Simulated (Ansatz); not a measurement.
# C2Cl2GeN2: one species, many methods, part 2 of 2

Ansatz 0.2.0, Gaussian basis; functionals in def2-TZVPP, the program's frozen cores in correlated methods. Earlier steps stand in the parts before.

## (14) CAM-B3LYP-D4 (range-separated)

in.yaml

```yaml
crystal:
  periodic: [false, false, false]
  atoms:
    - {symbol: N, position_ang: [1.736941, -1.666348, 1.449510]}
    - {symbol: C, position_ang: [0.986109, -1.114131, 0.775084]}
    - {symbol: Ge, position_ang: [-0.260746, -0.217384, -0.350428]}
    - {symbol: Cl, position_ang: [-2.181958, -1.019068, -0.030807]}
    - {symbol: Cl, position_ang: [0.338738, -0.434871, -2.357720]}
    - {symbol: C, position_ang: [-0.271785, 1.632177, 0.101877]}
    - {symbol: N, position_ang: [-0.286198, 2.751623, 0.366783]}
basis:
  gaussian: {orbitals: def2-TZVPP}
hamiltonian: {xc: {name: CAM-B3LYP}, dispersion: d4}
output: {orbitals: {seedname: orbitals}}
```

On the command line:

```
$ ansatz run in.yaml --threads 4 --pin off --events-out ev --progress --plain --max-ram 11315MiB
```

What it wrote (excerpt; [...] marks lines left out):

```text
Functional definition: CAM-B3LYP
  name "CAM-B3LYP"
  cite "Yanai, Tew & Handy, Chem. Phys. Lett. 393, 51 (2004) doi:10.1016/j.cplett.2004.06.011"
  cite "Iikura, Tsuneda, Yanai & Hirao, J. Chem. Phys. 115, 3540 (2001) doi:10.1063/1.1383587"
  cite "Becke, Phys. Rev. A 38, 3098 (1988) doi:10.1103/PhysRevA.38.3098"
  cite "Lee, Yang & Parr, Phys. Rev. B 37, 785 (1988) doi:10.1103/PhysRevB.37.785"
  cite "Vosko, Wilk & Nusair, Can. J. Phys. 58, 1200 (1980) doi:10.1139/p80-159"
[...]
  # Exact exchange under (alpha + beta erf(omega r))/r, Becke's under what is left of 1/r.
[...]
1685 factors; their error is unknown
324 factors; integrals over basis functions are off by at most 1.2e-5 eV
[...]
mean field -86622.78857783 eV, -3183.3287652002 hartree, gradient 5.3e-5 eV, S^2 0.000000; 0 other end points of the search recorded, 0 dependent functions left out
reference -86622.78871867 eV, -3183.3287703762 hartree; 46, 46 occupied and 210, 210 virtual orbitals, 1685 factors
Total energy: -86623.03474826 eV, -3183.3378117969 hartree
```

Run time: 5.5 s. Hardware: 4 threads of Arm Neoverse V2, shared host; peak memory 1.1 GiB.

With the free atoms at this level, -86592.338 eV in sum, the atomisation energy is 2961.8 kJ/mol. HOMO -11.75 eV, LUMO -1.27 eV.

## (15) LC-ωPBE (range-separated)

in.yaml, as its differences from that of step 14:

```diff
@@ -12,3 +12,3 @@
   gaussian: {orbitals: def2-TZVPP}
-hamiltonian: {xc: {name: CAM-B3LYP}, dispersion: d4}
+hamiltonian: {xc: {name: LC-wPBE}}
 output: {orbitals: {seedname: orbitals}}
```

The command is unchanged.

What it wrote (excerpt; [...] marks lines left out):

```text
Functional definition: LC-wPBE
  name "LC-wPBE"
  cite "Vydrov & Scuseria, J. Chem. Phys. 125, 234109 (2006) doi:10.1063/1.2409292"
  cite "Heyd & Scuseria, J. Chem. Phys. 120, 7274 (2004) doi:10.1063/1.1668634"
  cite "Ernzerhof & Perdew, J. Chem. Phys. 109, 3313 (1998) doi:10.1063/1.476928"
  cite "Perdew, Burke & Ernzerhof, Phys. Rev. Lett. 77, 3865 (1996) doi:10.1103/PhysRevLett.77.3865"
  parent pbe
[...]
1616 factors; their error is unknown
356 factors; integrals over basis functions are off by at most 4.6e-5 eV
[...]
mean field -86602.78611847 eV, -3182.5936883771 hartree, gradient 4.3e-5 eV, S^2 0.000000; 0 other end points of the search recorded, 0 dependent functions left out
reference -86602.78611848 eV, -3182.5936883774 hartree; 46, 46 occupied and 210, 210 virtual orbitals, 1616 factors
Total energy: -86602.78611848 eV, -3182.5936883774 hartree
```

Run time: 3.3 s. Hardware: 4 threads of Arm Neoverse V2, shared host; peak memory 0.55 GiB.

Atomisation energy: 2963.0 kJ/mol (free atoms -86572.077 eV, run apart). HOMO -13.23 eV, LUMO -0.08 eV.

## (16) ωB97X-V (range-separated)

in.yaml, as its differences from that of step 15:

```diff
@@ -12,3 +12,3 @@
   gaussian: {orbitals: def2-TZVPP}
-hamiltonian: {xc: {name: LC-wPBE}}
+hamiltonian: {xc: {name: wB97X-V}}
 output: {orbitals: {seedname: orbitals}}
```

Same command.

What it wrote (excerpt; [...] marks lines left out):

```text
Functional definition: wB97X-V
  name "wB97X-V"
  cite "Mardirossian & Head-Gordon, Phys. Chem. Chem. Phys. 16, 9904 (2014) doi:10.1039/C3CP54374A"
  cite "Becke, J. Chem. Phys. 107, 8554 (1997) doi:10.1063/1.475007"
  cite "Vydrov & Van Voorhis, J. Chem. Phys. 133, 244103 (2010) doi:10.1063/1.3521275"
[...]
      + integral(e_c_pw_opposite_spin*poly(b97_u_opposite, cos0, cos1)) + vv10(b, c)
1679 factors; their error is unknown
276 factors; integrals over basis functions are off by at most 2.4e-5 eV
[...]
mean field -86610.74770877 eV, -3182.8862714240 hartree, gradient 6.5e-5 eV, S^2 0.000000; 0 other end points of the search recorded, 0 dependent functions left out
reference -86610.74770692 eV, -3182.8862713561 hartree; 46, 46 occupied and 210, 210 virtual orbitals, 1679 factors
Total energy: -86610.74770692 eV, -3182.8862713561 hartree
```

It took 9.5 s on 4 threads of Arm Neoverse V2, shared host; peak memory 1.2 GiB.

Atomisation energy: 3001.6 kJ/mol (free atoms -86579.639 eV, run apart). HOMO -12.81 eV, LUMO -0.15 eV.

## (17) ωB97M-V (range-separated)

in.yaml, as its differences from that of step 16:

```diff
@@ -12,3 +12,3 @@
   gaussian: {orbitals: def2-TZVPP}
-hamiltonian: {xc: {name: wB97X-V}}
-output: {orbitals: {seedname: orbitals}}
+hamiltonian: {xc: {name: wB97M-V}}
+output: {forces: true, orbitals: {seedname: orbitals}}
```

Same command.

What it wrote (excerpt; [...] marks lines left out):

```text
Functional definition: wB97M-V
  name "wB97M-V"
  cite "Mardirossian & Head-Gordon, J. Chem. Phys. 144, 214110 (2016) doi:10.1063/1.4952647"
  cite "Becke, J. Chem. Phys. 107, 8554 (1997) doi:10.1063/1.475007"
  cite "Vydrov & Van Voorhis, J. Chem. Phys. 133, 244103 (2010) doi:10.1063/1.3521275"
  # Of w^i u^j: cxij and so on, Table III.
[...]
  gx(w, u) = 1 - cx + cx01*u + cx10*w
  gss(w, u) = css00 + css04*u^4 + css10*w + css20*w^2 + css43*w^4*u^3
  gos(w, u) = cos00 + cos10*w + (cos20 + cos21*u)*w^2 + (cos60 + cos61*u)*w^6
[...]
      + integral(e_c_pw_mod_opposite_spin*gos(b97_w_opposite, b97_u_opposite)) + vv10(b, c)
1676 factors; their error is unknown
276 factors; integrals over basis functions are off by at most 2.4e-5 eV
[...]
mean field -86615.89082877 eV, -3183.0752775979 hartree, gradient 8.5e-5 eV, S^2 0.000000; 0 other end points of the search recorded, 0 dependent functions left out
[...]
reference -86615.89087326 eV, -3183.0752792330 hartree; 46, 46 occupied and 210, 210 virtual orbitals, 1676 factors
Total energy: -86615.89087326 eV, -3183.0752792330 hartree
Atom 0 at     1.736941    -1.666348     1.449510 Å, force    -0.159948     0.120310    -0.142781 eV/Å
Atom 1 at     0.986109    -1.114131     0.775084 Å, force     0.187735    -0.141667     0.167418 eV/Å
Atom 2 at    -0.260746    -0.217384    -0.350428 Å, force    -0.026803    -0.020488    -0.033886 eV/Å
Atom 3 at    -2.181958    -1.019068    -0.030807 Å, force     0.006901     0.001632    -0.006367 eV/Å
Atom 4 at     0.338738    -0.434871    -2.357720 Å, force    -0.006917    -0.001595     0.006350 eV/Å
Atom 5 at    -0.271785     1.632177     0.101877 Å, force    -0.005449     0.281417     0.064072 eV/Å
Atom 6 at    -0.286198     2.751623     0.366783 Å, force     0.004480    -0.239608    -0.054806 eV/Å
Dipole moment:    -0.290606    -0.223908    -0.370803 e Å
```

Run time: 15 s. Hardware: 4 threads of Arm Neoverse V2, shared host; peak memory 1.2 GiB.

Atomisation energy: 2995.8 kJ/mol (free atoms -86584.842 eV, run apart). HOMO -12.63 eV, LUMO -0.25 eV.

## (18) B2PLYP (double hybrid)

in.yaml, as its differences from that of step 17:

```diff
@@ -12,3 +12,2 @@
   gaussian: {orbitals: def2-TZVPP}
-hamiltonian: {xc: {name: wB97M-V}}
-output: {forces: true, orbitals: {seedname: orbitals}}
+hamiltonian: {xc: {name: B2PLYP}}
```

Same command.

What it wrote (excerpt; [...] marks lines left out):

```text
Functional definition: B2PLYP
  name "B2PLYP"
  cite "Grimme, J. Chem. Phys. 124, 034108 (2006) doi:10.1063/1.2148954"
  cite "Becke, Phys. Rev. A 38, 3098 (1988) doi:10.1103/PhysRevA.38.3098"
  cite "Lee, Yang & Parr, Phys. Rev. B 37, 785 (1988) doi:10.1103/PhysRevB.37.785"
[...]
1625 factors; integrals over basis functions are off by at most 8.1e-4 eV
[...]
mean field -86589.03762706 eV, -3182.0884406366 hartree, gradient 4.9e-6 eV, S^2 0.000000; 0 other end points of the search recorded, 0 dependent functions left out
23 core orbitals not correlated: weight in the atoms' cores, before any rotation towards them, 1.000 or more for the frozen orbitals, at most 0.000 for the correlated occupied ones
reference -86589.03781331 eV, -3182.0884474812 hartree; 23, 23 occupied and 210, 210 virtual orbitals, 1625 factors
second order -42.99804597 eV of doubles, -0.00000000 eV of singles
Total energy: -86600.64728572 eV, -3182.5150877232 hartree
```

Wall time 7.5 s (4 threads of Arm Neoverse V2, shared host); peak memory 0.75 GiB.

Atomisation energy: 2961.7 kJ/mol (free atoms -86569.952 eV, run apart).

## (19) PBE-QIDH (double hybrid)

in.yaml, as its differences from that of step 18:

```diff
@@ -12,2 +12,2 @@
   gaussian: {orbitals: def2-TZVPP}
-hamiltonian: {xc: {name: B2PLYP}}
+hamiltonian: {xc: {name: PBE-QIDH}}
```

Launched as before.

What it wrote (excerpt; [...] marks lines left out):

```text
Functional definition: PBE-QIDH
  name "PBE-QIDH"
  cite "Brémond, Sancho-García, Pérez-Jiménez & Adamo, J. Chem. Phys. 141, 031101 (2014) doi:10.1063/1.4890314"
  cite "Perdew, Burke & Ernzerhof, Phys. Rev. Lett. 77, 3865 (1996) doi:10.1103/PhysRevLett.77.3865"
[...]
1625 factors; integrals over basis functions are off by at most 8.1e-4 eV
[...]
mean field -86572.52661627 eV, -3181.4816721817 hartree, gradient 8.1e-6 eV, S^2 0.000000; 0 other end points of the search recorded, 0 dependent functions left out
23 core orbitals not correlated: weight in the atoms' cores, before any rotation towards them, 1.000 or more for the frozen orbitals, at most 0.000 for the correlated occupied ones
reference -86572.52662852 eV, -3181.4816726319 hartree; 23, 23 occupied and 210, 210 virtual orbitals, 1625 factors
second order -39.57681616 eV of doubles, -0.00000000 eV of singles
Total energy: -86585.71890057 eV, -3181.9664796878 hartree
```

It took 8 s on 4 threads of Arm Neoverse V2, shared host; peak memory 0.75 GiB.

Atomisation energy: 2973.8 kJ/mol (free atoms -86554.897 eV, run apart).

## (20) Orbital energies across the functionals

Dipoles come from the runs that computed forces. Levels, from each run's orbital file:

```tsv
functional	HOMO (eV)	LUMO (eV)	gap (eV)	dipole (D)
LDA (SPW92)	-9.08	-3.60	5.47	
PBE-D4	-8.91	-3.29	5.62	2.45
revPBE-D4	-8.84	-3.17	5.68	
BLYP-D4	-8.73	-3.17	5.56	
r2SCAN-D4	-9.30	-3.13	6.17	2.45
B97M-V	-9.35	-2.98	6.37	
PBE0-D4	-10.37	-2.36	8.01	
B3LYP-D4	-10.07	-2.60	7.47	2.52
r2SCANh-D4	-9.83	-2.79	7.04	
r2SCAN0-D4	-10.63	-2.28	8.35	
HSE06-D4	-9.96	-2.73	7.23	
BHLYP-D4	-11.66	-1.32	10.34	
CAM-B3LYP-D4	-11.75	-1.27	10.48	
LC-ωPBE	-13.23	-0.08	13.15	
ωB97X-V	-12.81	-0.15	12.66	
ωB97M-V	-12.63	-0.25	12.38	2.51
```

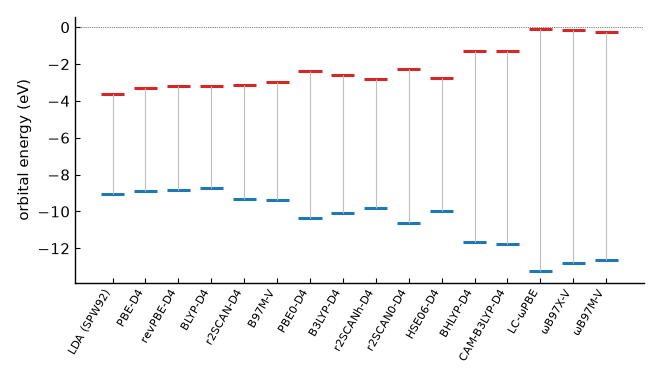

Highest occupied (blue) and lowest empty (red) level by functional.

## (21) CCSD(T) in def2-SVP

in.yaml, as its differences from that of step 19:

```diff
@@ -11,3 +11,3 @@
 basis:
-  gaussian: {orbitals: def2-TZVPP}
-hamiltonian: {xc: {name: PBE-QIDH}}
+  gaussian: {orbitals: def2-SVP}
+correlation: {method: ccsd_t}
```

Launched as before.

What it wrote (excerpt; [...] marks lines left out):

```text
Functional definition: HF
  name "HF"
  cite "Fock, Z. Phys. 61, 126 (1930) doi:10.1007/BF01340294"
  parent pbe
[...]
1208 factors; integrals over basis functions are off by at most 6.9e-4 eV
[...]
mean field -86487.91127680 eV, -3178.3721158106 hartree, gradient 6.9e-6 eV, S^2 0.000000; 0 other end points of the search recorded, 0 dependent functions left out
23 core orbitals not correlated: weight in the atoms' cores, before any rotation towards them, 1.000 or more for the frozen orbitals, at most 0.000 for the correlated occupied ones
reference -86487.91127680 eV, -3178.3721158106 hartree; 23, 23 occupied and 78, 78 virtual orbitals, 1208 factors
second order -28.01087685 eV of doubles, -0.00000000 eV of singles
cycle   1  -27.48380722 eV  change    5.3e-1 eV  update   1.4e-1
[...]
cycle   9  -28.53626858 eV  change   -1.4e-5 eV  update   1.8e-5
perturbative correction -1.06654442 eV, -0.0391947846 hartree
Total energy: -86517.51408981 eV, -3179.4599991231 hartree
```

Wall time 12 s (4 threads of Arm Neoverse V2, shared host); peak memory 0.68 GiB.

## (22) CCSD(T) in def2-TZVPP

in.yaml, as its differences from that of step 21:

```diff
@@ -11,3 +11,4 @@
 basis:
-  gaussian: {orbitals: def2-SVP}
+  gaussian: {orbitals: def2-TZVPP}
 correlation: {method: ccsd_t}
+output: {orbitals: {seedname: orbitals}}
```

Launched as before.

What it wrote (excerpt; [...] marks lines left out):

```text
Functional definition: HF
  name "HF"
  cite "Fock, Z. Phys. 61, 126 (1930) doi:10.1007/BF01340294"
  parent pbe
[...]
1625 factors; integrals over basis functions are off by at most 8.1e-4 eV
[...]
mean field -86509.77752430 eV, -3179.1756855846 hartree, gradient 1.9e-6 eV, S^2 0.000000; 0 other end points of the search recorded, 0 dependent functions left out
23 core orbitals not correlated: weight in the atoms' cores, before any rotation towards them, 1.000 or more for the frozen orbitals, at most 0.000 for the correlated occupied ones
reference -86509.77752430 eV, -3179.1756855846 hartree; 23, 23 occupied and 210, 210 virtual orbitals, 1625 factors
second order -34.73469484 eV of doubles, -0.00000000 eV of singles
cycle   1  -34.03636023 eV  change    7.0e-1 eV  update   1.5e-1
[...]
cycle   9  -35.30667309 eV  change   -3.1e-5 eV  update   2.9e-5
perturbative correction -1.79565506 eV, -0.0659891064 hartree
Total energy: -86546.87985245 eV, -3180.5391709953 hartree
```

Wall time 5 min (4 threads of Arm Neoverse V2, shared host); peak memory 5.9 GiB.

## (23) MP2 in def2-QZVPP

in.yaml, as its differences from that of step 22:

```diff
@@ -11,4 +11,3 @@
 basis:
-  gaussian: {orbitals: def2-TZVPP}
-correlation: {method: ccsd_t}
-output: {orbitals: {seedname: orbitals}}
+  gaussian: {orbitals: "def2-QZVPP.json"}
+correlation: {method: mp2}
```

Same command.

What it wrote:

```text
Functional definition: HF
  name "HF"
  cite "Fock, Z. Phys. 61, 126 (1930) doi:10.1007/BF01340294"
  parent pbe
  exchange = exact_x
  correlation = 0
2863 factors; integrals over basis functions are off by at most 8.6e-4 eV
mean field evaluation 1: about -86505.7418 eV, gradient 4.9e1 eV
mean field evaluation 2: about -86505.9995 eV, gradient 4.9e1 eV
mean field evaluation 4: about -86511.6526 eV, gradient 5.1e0 eV
mean field evaluation 8: about -86511.7692 eV, gradient 5.6e-1 eV
mean field evaluation 16: about -86511.7702 eV, gradient 1.2e-6 eV
mean field -86511.77015261 eV, -3179.2489133244 hartree, gradient 1.2e-6 eV, S^2 0.000000; 0 other end points of the search recorded, 0 dependent functions left out
23 core orbitals not correlated: weight in the atoms' cores, before any rotation towards them, 1.000 or more for the frozen orbitals, at most 0.000 for the correlated occupied ones
reference -86511.77015261 eV, -3179.2489133244 hartree; 23, 23 occupied and 411, 411 virtual orbitals, 2863 factors
second order -44.08920294 eV of doubles, -0.00000000 eV of singles
Total energy: -86555.85935555 eV, -3180.8691616477 hartree
```

Run time: 25 s. Hardware: 4 threads of Arm Neoverse V2, shared host; peak memory 2.7 GiB.

The pieces so far (eV):

```tsv
basis	HF	MP2 correlation	CCSD correlation	(T)	total
def2-SVP	-86487.9113	-28.0109	-28.5363	-1.0665	-86517.5141
def2-TZVPP	-86509.7775	-34.7347	-35.3067	-1.7957	-86546.8799
def2-QZVPP	-86511.7702	-44.0892			-86555.8594 (MP2)
```

The report of the def2-TZVPP run gives T1 = 0.0122.

## (24) From triple and quadruple zeta to the limit

No new run: Hartree-Fock is extrapolated as exp(−7.88√X) and correlation as X^−2.97, with X = 3 and 4; only MP2 was run in the larger set, so CCSD(T) minus MP2 is added from the smaller one.

```tsv
level	energy at the limit (eV)
HF	-86512.0446
MP2	-86563.0631
CCSD	-86563.6351
CCSD(T)	-86565.4307
```

This is no true limit for total energies: MP2 correlation changes by a factor of 1.27 from triple to quadruple zeta (about 1.07 in light molecules), because outer-core shells are correlated in sets not made for them. Much of that cancels between molecule and atoms or ions.

## (25) RPA on PBE orbitals

in.yaml, as its differences from that of step 23:

```diff
@@ -11,3 +11,4 @@
 basis:
-  gaussian: {orbitals: "def2-QZVPP.json"}
-correlation: {method: mp2}
+  gaussian: {orbitals: def2-TZVPP}
+hamiltonian: {xc: pbe}
+correlation: {method: rpa}
```

The command is unchanged.

What it wrote (excerpt; [...] marks lines left out):

```text
Functional definition: PBE
  name "PBE"
  cite "Perdew, Burke & Ernzerhof, Phys. Rev. Lett. 77, 3865 (1996) doi:10.1103/PhysRevLett.77.3865"
  parent pbe
[...]
1625 factors; integrals over basis functions are off by at most 8.1e-4 eV
[...]
mean field -86596.48673701 eV, -3182.3621903781 hartree, gradient 5.6e-6 eV, S^2 0.000000; 0 other end points of the search recorded, 0 dependent functions left out
23 core orbitals not correlated: weight in the atoms' cores, before any rotation towards them, 1.000 or more for the frozen orbitals, at most 0.000 for the correlated occupied ones
reference -86507.32243961 eV, -3179.0854628865 hartree; 23, 23 occupied and 210, 210 virtual orbitals, 1625 factors
Total energy: -86560.69818217 eV, -3181.0469852462 hartree
```

It took 6 s on 4 threads of Arm Neoverse V2, shared host; peak memory 0.61 GiB.

RPA correlation: -53.376 eV.

## (26) All levels against the reference

Atomisation energy = energies of 2 N, 2 C, 1 Ge, 2 Cl (separate runs, same level) minus the molecule's; electronic only, no spin-orbit term.

Differences are taken before rounding.

```tsv
method	rung	atoms, summed (eV)	atomisation energy (kJ/mol)	from CCSD(T)/CBS (kJ/mol)	time
LDA (SPW92)	LDA	-86375.025	3531.0	+553.0	1.5 s
PBE-D4	GGA	-86564.178	3143.5	+165.5	2.9 s
revPBE-D4	GGA	-86580.106	3028.9	+50.9	2.6 s
BLYP-D4	GGA	-86590.830	3021.7	+43.7	2.7 s
r2SCAN-D4	meta-GGA	-86585.681	2977.8	-0.2	6.5 s
B97M-V	meta-GGA	-86572.645	3004.5	+26.5	8.5 s
PBE0-D4	hybrid	-86568.900	3003.0	+25.0	4.5 s
B3LYP-D4	hybrid	-86592.782	2960.9	-17.1	7 s
r2SCANh-D4	hybrid	-86585.518	2930.1	-47.9	7.5 s
r2SCAN0-D4	hybrid	-86585.301	2861.0	-117.0	8 s
HSE06-D4	hybrid	-86568.217	3006.2	+28.2	5.5 s
BHLYP-D4	hybrid	-86589.174	2786.0	-192.1	4.5 s
CAM-B3LYP-D4	range-separated	-86592.338	2961.8	-16.2	5.5 s
LC-ωPBE	range-separated	-86572.077	2963.0	-15.0	3.3 s
ωB97X-V	range-separated	-86579.639	3001.6	+23.5	9.5 s
ωB97M-V	range-separated	-86584.842	2995.8	+17.8	15 s
B2PLYP	double hybrid	-86569.952	2961.7	-16.4	7.5 s
PBE-QIDH	double hybrid	-86554.897	2973.8	-4.2	8 s
RPA@PBE	RPA	-86532.530	2717.8	-260.2	6 s
HF/def2-TZVPP	wavefunction	-86490.443	1865.5	-1112.5	
MP2/def2-TZVPP	wavefunction	-86512.783	3061.4	+83.3	
CCSD/def2-TZVPP	wavefunction	-86516.234	2783.7	-194.4	
CCSD(T)/def2-SVP	wavefunction	-86488.814	2769.1	-208.9	12 s
CCSD(T)/def2-TZVPP	wavefunction	-86516.953	2887.5	-90.6	5 min
MP2/CBS	wavefunction	-86530.396	3151.9	+173.9	
CCSD(T)/CBS	wavefunction	-86534.566	2978.0	0	5.4 min
```

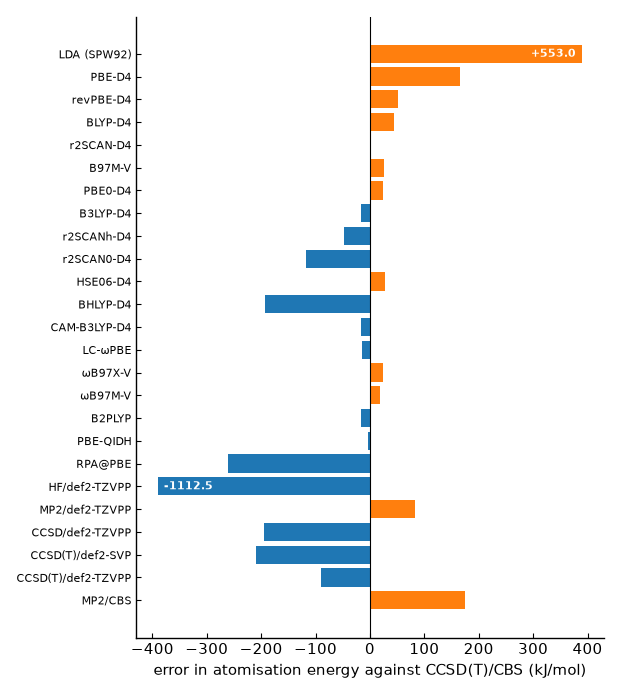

How far each level lands from CCSD(T)/CBS. Bars with a number in them are cut short.

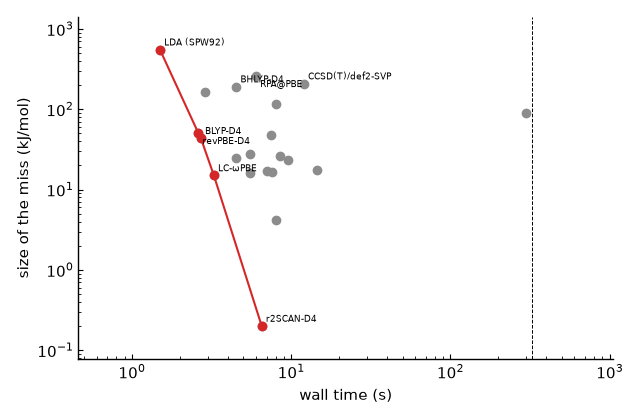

Accuracy for the time spent; red marks the levels that beat every quicker one drawn (of those quicker than the yardstick), and the dashed line is the time of CCSD(T)/CBS. Only those levels and the largest misses are named. Times are from a shared host.

LDA (SPW92), LC-ωPBE, B2PLYP, PBE-QIDH carry no dispersion term (for B3LYP, D4 adds 42.5 kJ/mol).

Times are those of the molecule's run; HF, MP2 and CCSD come out of the CCSD(T) runs, and the limit's time is the sum of the runs that it needs.

## (27) Summary of results

This closing draws on all 2 parts.

```
                               quantity                                                                                                      value
        atomisation energy, CCSD(T)/CBS                                                                                              2978.0 kJ/mol
 functionals within 29.8 kJ/mol (1.0 %)  r2SCAN-D4, B97M-V, PBE0-D4, B3LYP-D4, HSE06-D4, CAM-B3LYP-D4, LC-ωPBE, ωB97X-V, ωB97M-V, B2PLYP, PBE-QIDH
                    farthest beyond LDA                                                                                   BHLYP-D4 (-192.1 kJ/mol)
                mean size of error, GGA                                                                                                86.7 kJ/mol
           mean size of error, meta-GGA                                                                                                13.3 kJ/mol
             mean size of error, hybrid                                                                                                71.2 kJ/mol
    mean size of error, range-separated                                                                                                18.1 kJ/mol
      mean size of error, double hybrid                                                                                                10.3 kJ/mol
              gap, smallest and largest                                                                  5.47 eV (LDA (SPW92)), 13.15 eV (LC-ωPBE)
                          T1 diagnostic                                                                                                     0.0122
triples share of the correlation energy                                                                                                      4.8 %
```

What this shows: The LDA atomisation energy is off by 553.0 kJ/mol (19 %): it overbinds. PBE-D4 is off by +165.5 kJ/mol. Double hybrids carry the basis error of their MP2 part in triple zeta, and no dispersion term here, so their miss is partly the set-up's. The rungs double hybrid, meta-GGA, range-separated miss on average by less than the doubt on the reference (29.8 kJ/mol), so they tie. Misses under about 29.8 kJ/mol are within the doubt on the reference itself, which lacks core-valence correlation, relativity and higher excitations, and its outer-core shells are covered unevenly. Hartree-Fock recovers 63 % of the binding; the rest is correlation. CCSD(T) in def2-SVP is off by -208.9 kJ/mol, which most functionals beat. Orbital gaps span 5.5 to 13.2 eV; exact exchange widens them. Correlated methods include outer-core shells of Ge, which these sets cover unevenly.

r2SCAN-D4 reaches 0.2 kJ/mol from the reference in 6.5 s, where CCSD(T)/CBS took 5.4 min; the quickest level in the cost chart, LDA (SPW92), takes 1.5 s and misses by 553.0 kJ/mol.
